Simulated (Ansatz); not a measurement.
**One shape, several levels: singlet GeH3O+**

We compute a comparison of 6 runs (BHLYP/def2-TZVP, BLYP/def2-TZVP, CAM-B3LYP/def2-TZVP, r2SCAN/def2-TZVP, RPA@PBE0/def2-TZVP, CCSD/def2-TZVP) of singlet GeH3O+. 

Program for the calculation: Ansatz 0.2.0.

53 further runs of the same task are left out: 1 that didn't finish, 52 set aside as unsound or not needed. Runs told in other sessions of the task aren't counted.

## 1. Starting point

GeH3O+ has 5 atoms, charge +1, and is taken as a singlet. As SMILES of the parent species, `[O][GeH3]`. Geometry: relaxed at PBE0-D4/def2-TZVP. That shape belongs to the parent species and isn't relaxed for this state.

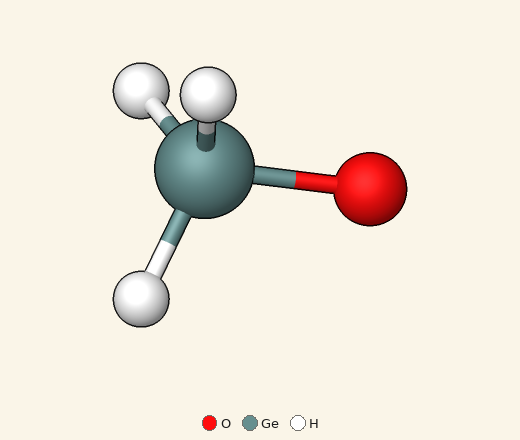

The structure, seen from a chosen angle (oxygen red, germanium teal, hydrogen white).

## 2. The energy at BHLYP/def2-TZVP (run 1)

input.yaml reads:

```yaml
crystal:
  periodic: [false, false, false]
  atoms:
    - symbol: O
      position_ang: [-1.443900, 0.418600, 0.777300]
    - symbol: Ge
      position_ang: [0.072300, -0.056300, -0.056900]
    - symbol: H
      position_ang: [-0.162200, -0.091200, -1.574700]
    - symbol: H
      position_ang: [0.548000, -1.418100, 0.471500]
    - symbol: H
      position_ang: [1.035700, 1.073400, 0.341400]
basis:
  gaussian:
    orbitals: def2-TZVP
accuracy: high
total_charge: 1
hamiltonian:
  xc: {name: BHLYP}
output: {orbitals: {seedname: orbitals}}
```

Command:

```sh
$ ansatz run input.yaml --threads 1 --pin off --max-ram 3480MiB --events-out events.jsonl --progress --plain --runs-dir runs
```

The log of the run:

```text
Warning: RAYON_NUM_THREADS=1 ignored (pool sized by the plan → 1); use --threads N
Functional definition: BHLYP
  name "BHLYP"
  parameter a = 0.5
  exchange = (1 - a)*b88_x + a*exact_x
  correlation = lyp_c
1608 factors; integrals over basis functions are off by at most 4.8e-9 eV
mean field evaluation 1: about -58568.0595 eV, gradient 1.1e2 eV
mean field evaluation 2: about -58377.4246 eV, gradient 2.0e2 eV
mean field evaluation 4: about -58595.4665 eV, gradient 3.2e1 eV
mean field evaluation 8: about -58598.0548 eV, gradient 6.0e-1 eV
mean field evaluation 16: about -58598.1606 eV, gradient 6.9e-3 eV
mean field evaluation 32: about -58598.3250 eV, gradient 1.0e-1 eV
mean field -58598.32549854 eV, -2153.4487426997 hartree, gradient 2.4e-8 eV, S^2 0.000000; 2 other end points of the search recorded, 0 dependent functions left out
reference -58598.32552213 eV, -2153.4487435668 hartree; 21, 21 occupied and 76, 76 virtual orbitals, 1608 factors
Total energy: -58598.32552213 eV, -2153.4487435668 hartree
```

Wall time 15 s (1 thread of Arm Neoverse V1, shared host); peak memory 0.27 GiB.

## 3. A single-point energy at BLYP/def2-TZVP (run 2)

run.yaml reads:

```yaml
basis:
  gaussian:
    orbitals: def2-TZVP
crystal:
  periodic: [false, false, false]
  atoms:
    - {symbol: O, position_ang: [-1.443900, 0.418600, 0.777300]}
    - {symbol: Ge, position_ang: [0.072300, -0.056300, -0.056900]}
    - {symbol: H, position_ang: [-0.162200, -0.091200, -1.574700]}
    - {symbol: H, position_ang: [0.548000, -1.418100, 0.471500]}
    - {symbol: H, position_ang: [1.035700, 1.073400, 0.341400]}
output: {orbitals: {seedname: orbitals}}
hamiltonian:
  xc: {name: BLYP}
accuracy: high
total_charge: 1
```

Command:

```sh
$ ansatz run run.yaml --threads 1 --pin off --max-ram 3480MiB --events-out events.jsonl --progress --plain --runs-dir runs
```

The log of the run:

```text
Warning: RAYON_NUM_THREADS=1 ignored (pool sized by the plan → 1); use --threads N
Functional definition: BLYP
  name "BLYP"
  parameter beta = 0.0042
  parameter a = 0.04918
  parameter b = 0.132
  parameter c = 0.2533
  parameter d = 0.349
  exchange = b88_x(beta = beta)
  correlation = lyp_c(a = a, b = b, c = c, d = d)
1608 factors; integrals over basis functions are off by at most 4.8e-9 eV
mean field evaluation 1: about -58560.8059 eV, gradient 1.4e2 eV
mean field evaluation 2: about -58216.0454 eV, gradient 2.2e2 eV
mean field evaluation 4: about -58583.2181 eV, gradient 6.9e1 eV
mean field evaluation 8: about -58601.0904 eV, gradient 1.8e1 eV
mean field evaluation 16: about -58601.8464 eV, gradient 8.5e0 eV
mean field evaluation 32: about -58602.0759 eV, gradient 6.3e-1 eV
mean field evaluation 64: about -58601.9611 eV, gradient 1.3e0 eV
mean field -58602.12064774 eV, -2153.5882118605 hartree, gradient 7.4e-8 eV, S^2 0.000000; 5 other end points of the search recorded, 0 dependent functions left out
reference -58602.12069461 eV, -2153.5882135827 hartree; 21, 21 occupied and 76, 76 virtual orbitals, 1608 factors
Total energy: -58602.12069461 eV, -2153.5882135827 hartree
```

It took 13 s on 1 thread of Arm Neoverse V1, shared host; peak memory 0.2 GiB.

Run 3 isn't shown in full; the table further down has it.

## 4. A single-point energy at r2SCAN/def2-TZVP (run 4)

job.yaml reads:

```yaml
basis:
  gaussian:
    orbitals: def2-TZVP
crystal:
  periodic: [false, false, false]
  atoms:
    - {symbol: O, position_ang: [-1.443900, 0.418600, 0.777300]}
    - {symbol: Ge, position_ang: [0.072300, -0.056300, -0.056900]}
    - {symbol: H, position_ang: [-0.162200, -0.091200, -1.574700]}
    - {symbol: H, position_ang: [0.548000, -1.418100, 0.471500]}
    - {symbol: H, position_ang: [1.035700, 1.073400, 0.341400]}
total_charge: 1
hamiltonian:
  xc: {name: r2SCAN}
accuracy: high
output: {orbitals: {seedname: orbitals}}
```

Command:

```sh
$ ansatz run job.yaml --threads 1 --pin off --max-ram 3480MiB --events-out events.jsonl --progress --plain --runs-dir runs
```

The log of the run:

```text
Warning: RAYON_NUM_THREADS=1 ignored (pool sized by the plan → 1); use --threads N
Functional definition: r2SCAN
  name "r2SCAN"
  parameter k0 = 0.174
  parameter k1 = 0.065
  parameter a1 = 4.9479
  exchange = r2scan_x(k0 = k0, k1 = k1, a1 = a1)
  correlation = r2scan_c
1608 factors; integrals over basis functions are off by at most 4.8e-9 eV
mean field evaluation 1: about -58562.7546 eV, gradient 1.2e2 eV
mean field evaluation 2: about -58245.1221 eV, gradient 2.3e2 eV
mean field evaluation 4: about -58585.9241 eV, gradient 6.7e1 eV
mean field evaluation 8: about -58594.5456 eV, gradient 3.7e1 eV
mean field evaluation 16: about -58599.0704 eV, gradient 6.8e-3 eV
mean field evaluation 32: about -58599.0232 eV, gradient 7.7e-2 eV
mean field -58599.07035303 eV, -2153.4761155974 hartree, gradient 1.4e-8 eV, S^2 0.000000; 4 other end points of the search recorded, 0 dependent functions left out
reference -58599.07035371 eV, -2153.4761156223 hartree; 21, 21 occupied and 76, 76 virtual orbitals, 1608 factors
Total energy: -58599.07035371 eV, -2153.4761156223 hartree
```

Wall time 33 s (1 thread of Arm Neoverse V1, shared host); peak memory 0.24 GiB.

Run 5 isn't shown in full; the table further down has it.

## 5. The energy at CCSD/def2-TZVP (run 6)

in.yaml reads:

```yaml
crystal:
  periodic: [false, false, false]
  atoms:
    - symbol: O
      position_ang: [-1.443900, 0.418600, 0.777300]
    - symbol: Ge
      position_ang: [0.072300, -0.056300, -0.056900]
    - symbol: H
      position_ang: [-0.162200, -0.091200, -1.574700]
    - symbol: H
      position_ang: [0.548000, -1.418100, 0.471500]
    - symbol: H
      position_ang: [1.035700, 1.073400, 0.341400]
basis:
  gaussian: {orbitals: def2-TZVP}
total_charge: 1
correlation: {method: ccsd, frozen_orbitals: {Ge: 9, H: 0, O: 1}}
accuracy: high
scf: {omitted_lower_state_checks: [cluster_reference, increment]}
```

Command:

```sh
$ ansatz run in.yaml --threads 1 --pin off --max-ram 3480MiB --events-out events.jsonl --progress --plain --runs-dir runs
```

The log of the run:

```text
Warning: RAYON_NUM_THREADS=1 ignored (pool sized by the plan → 1); use --threads N
[... 16 lines left out ...]
10 core orbitals not correlated: weight in the atoms' cores, before any rotation towards them, 1.000 or more for the frozen orbitals, at most 0.000 for the correlated occupied ones
[... 58 lines left out ...]
Total energy: -58558.01417254 eV, -2151.9673287933 hartree
Checks for a lower state left out: cluster_reference, increment
```

Wall time 39 s (1 thread of Arm Neoverse V1, shared host); peak memory 0.56 GiB.

## 6. The series

| run | level | frozen core orbitals | energy (Eh) | wall time |
| --- | --- | --- | --- | --- |
| 1 | BHLYP/def2-TZVP | – | -2153.448744 | 15 s |
| 2 | BLYP/def2-TZVP | – | -2153.588214 | 13 s |
| 3 | CAM-B3LYP/def2-TZVP | – | -2153.605268 | 16 s |
| 4 | r2SCAN/def2-TZVP | – | -2153.476116 | 33 s |
| 5 | RPA@PBE0/def2-TZVP | 10 | -2152.150022 | 29 s |
| 6 | CCSD/def2-TZVP | 10 | -2151.967329 | 39 s |

## 7. Outcome

| quantity | value |
| --- | --- |
| run 6: total energy | -2151.96733 Eh |
| run 6: correlation energy (10 core orbitals frozen) | -483.4 mEh |
| run 6: T1 diagnostic | 0.084 |

What this shows: Totals of different functionals can't be ranked against each other. In run 6 the T1 diagnostic is large, so a single reference may not serve. In runs 5, 6 the log says that unrestricted orbitals would lower the reference, so the values rest on an unstable closed-shell determinant (other closed-shell runs at this shape may share the fault). All runs together took 2.4 min, the longest 39 s.
